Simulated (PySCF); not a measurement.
# C8H6, SMILES `C1=CC2=CC=CC2=C1`: electronic structure

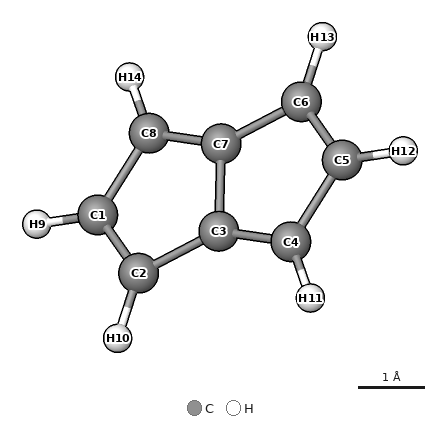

The molecule, with its atoms numbered as below. No frequency check shows the geometry to be a minimum.

Geometry (Å), atoms numbered from 1:

```
C1       2.1476   -0.0454    0.0000
C2       1.4399    1.0990    0.0000
C3       0.0275    0.7278    0.0000
C4      -1.2339    1.2023    0.0000
C5      -2.1476    0.0454    0.0000
C6      -1.4399   -1.0990    0.0000
C7      -0.0275   -0.7278    0.0000
C8       1.2339   -1.2023    0.0000
H9       3.2182   -0.1440    0.0000
H10      1.8187    2.1037    0.0000
H11     -1.5687    2.2250    0.0000
H12     -3.2182    0.1440    0.0000
H13     -1.8187   -2.1037    0.0000
H14      1.5687   -2.2250    0.0000
```

## 1. Bonding charge

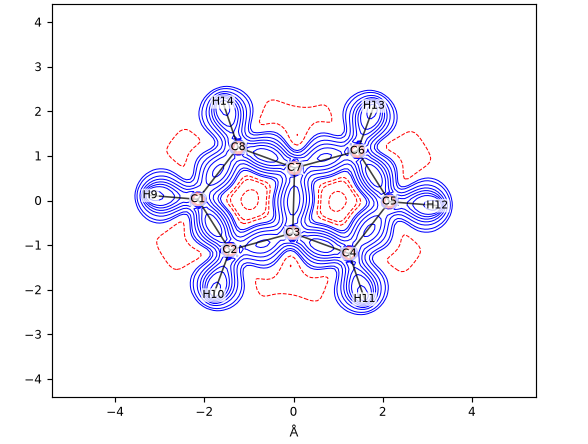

Deformation density (molecule less spherical, spin-averaged free atoms) in the molecular plane; contours at ±0.05 to ±0.8 e/Å³; solid blue lines: gain, dashed red lines: loss.

Level of theory: CAM-B3LYP/def2-SVP (PySCF), at a geometry from GFN2-xTB.

Describe the bonding that the map shows.

Answer. C4–H11 and C8–H14: +0.75 e/Å³ at the bond critical point (bond length 1.08 Å, Mayer order 1.0). C2–H10 and C6–H13: +0.74 e/Å³ at the bond critical point (bond length 1.07 Å, Mayer order 1.0). C1–H9 and C5–H12: +0.74 e/Å³ at the bond critical point (bond length 1.07 Å, Mayer order 1.0). C1–C2 and C5–C6: +0.70 e/Å³ at the bond critical point (bond length 1.35 Å, Mayer order 1.7). C3–C4 and C7–C8: +0.68 e/Å³ at the bond critical point (bond length 1.35 Å, Mayer order 1.7). C3–C7: +0.58 e/Å³ at the bond critical point (bond length 1.46 Å, Mayer order 1.1). C4–C5 and C1–C8: +0.53 e/Å³ at the bond critical point (bond length 1.47 Å, Mayer order 1.0). C2–C3 and C6–C7: +0.52 e/Å³ at the bond critical point (bond length 1.46 Å, Mayer order 1.0). In all, 3.5 electrons gather in the regions of gain relative to the promolecule.

Where do the Hirshfeld charges lie?

Answer. The highest Hirshfeld charge is on H11 and H14 (+0.05 e), the lowest on C1 and C5 (−0.06 e).

## 2. Bond critical points

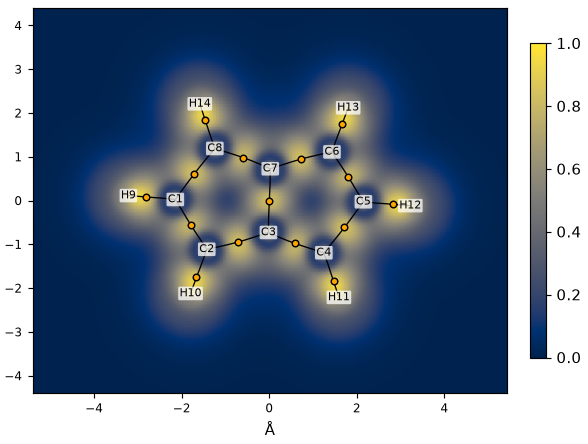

Localised orbital locator (LOL) in the molecular plane, with bond paths and bond critical points (dots).

What values does LOL take at the bond critical points in this plane?

Answer. C4–H11 and C8–H14: about 0.91; C2–H10 and C6–H13: about 0.90; C1–H9 and C5–H12: about 0.90; C4–C5 and C1–C8: about 0.83; C2–C3 and C6–C7: about 0.83; C3–C7: about 0.82; C3–C4 and C7–C8: about 0.78; C1–C2 and C5–C6: about 0.78. Values above 0.5 mark slow, localised electrons, as in shared pairs; low values at a critical point mark a polar or closed-shell contact whose critical point lies between the shells.

Where along C4–H11 does the critical point lie?

Answer. 0.69 Å from C4 and 0.39 Å from H11.

## 3. Local ionisation energy

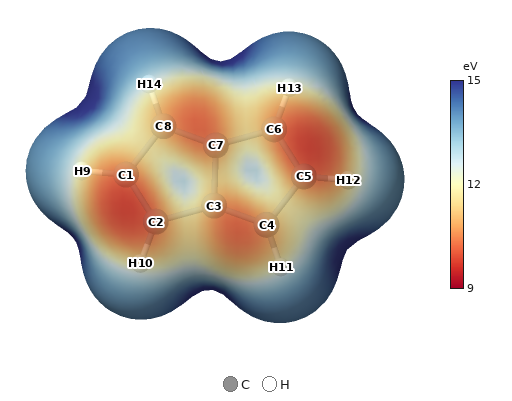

Average local ionisation energy on the surface of electron density 0.001 a.u.

Locate the minima of the map.

Answer. The lowest value is 9.7 eV, off the C5–C6 bond (2.1 to 2.2 Å from its atoms), and at like points elsewhere. For comparison, the highest occupied orbital lies at −6.8 eV.

## 4. Localised orbitals

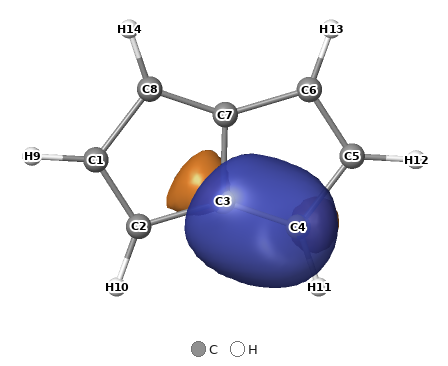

Localised orbitals, occupied; each surface holds about 85 % of the orbital's density. Energies are diagonal elements of the Fock matrix.

Level of theory: B3LYP/aug-cc-pVDZ (PySCF), at a geometry from GFN2-xTB.

What does this orbital represent?

Answer. Bent (banana) bond C3–C4 (C3 48 %, C4 46 %; −12.6 eV).

Which localisation scheme gives orbitals like these: Pipek–Mezey, IBO or Foster–Boys?

Answer. Foster–Boys: it mixes σ and π into equivalent bent bonds, while the other two keep them apart.

How do all the valence pairs divide up?

Answer. 19 pairs: 11 σ bonds and 8 bent bonds.
